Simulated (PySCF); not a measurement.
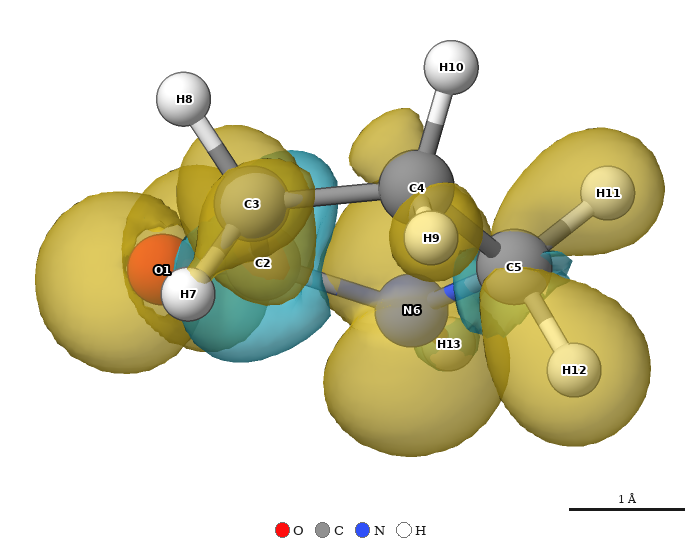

The picture shows: C$_{4}$H$_{7}$NO (SMILES [O+]=C1CCCN1) (charge +1, doublet). Isosurfaces of the spin density (α minus β) at +0.015 (yellow) and −0.015 e/Å³ (cyan), seen at an oblique angle.

Geometry: GFN2-xTB.

These are results of UKS B3LYP, pcH-1 on C H N O, non-relativistic, mean-field spin-orbit, GIAO (PySCF), not measurements.

```json
{"atom": "O", "x (Å)": "2.2718", "y (Å)": "1.2113", "z (Å)": "-0.0508"}
{"atom": "C", "x (Å)": "1.2149", "y (Å)": "0.6631", "z (Å)": "0.0331"}
{"atom": "C", "x (Å)": "0.9132", "y (Å)": "-0.8179", "z (Å)": "-0.1500"}
{"atom": "C", "x (Å)": "-0.5971", "y (Å)": "-0.9153", "z (Å)": "-0.2392"}
{"atom": "C", "x (Å)": "-1.1203", "y (Å)": "0.4537", "z (Å)": "0.1686"}
{"atom": "N", "x (Å)": "0.0236", "y (Å)": "1.2650", "z (Å)": "0.3495"}
{"atom": "H", "x (Å)": "1.3247", "y (Å)": "-1.2836", "z (Å)": "0.7545"}
{"atom": "H", "x (Å)": "1.4418", "y (Å)": "-1.2676", "z (Å)": "-0.9923"}
{"atom": "H", "x (Å)": "-0.9757", "y (Å)": "-1.7208", "z (Å)": "0.4000"}
{"atom": "H", "x (Å)": "-0.9402", "y (Å)": "-1.1721", "z (Å)": "-1.2466"}
{"atom": "H", "x (Å)": "-1.8186", "y (Å)": "0.8751", "z (Å)": "-0.5715"}
{"atom": "H", "x (Å)": "-1.7059", "y (Å)": "0.4329", "z (Å)": "1.1068"}
{"atom": "H", "x (Å)": "-0.0366", "y (Å)": "2.2766", "z (Å)": "0.4201"}
```

**Where is the unpaired spin?**

The unpaired spin (1 electron) lies mostly on O1 (about 0.4) and N6 (about 0.3), in electrons by Hirshfeld's partition.
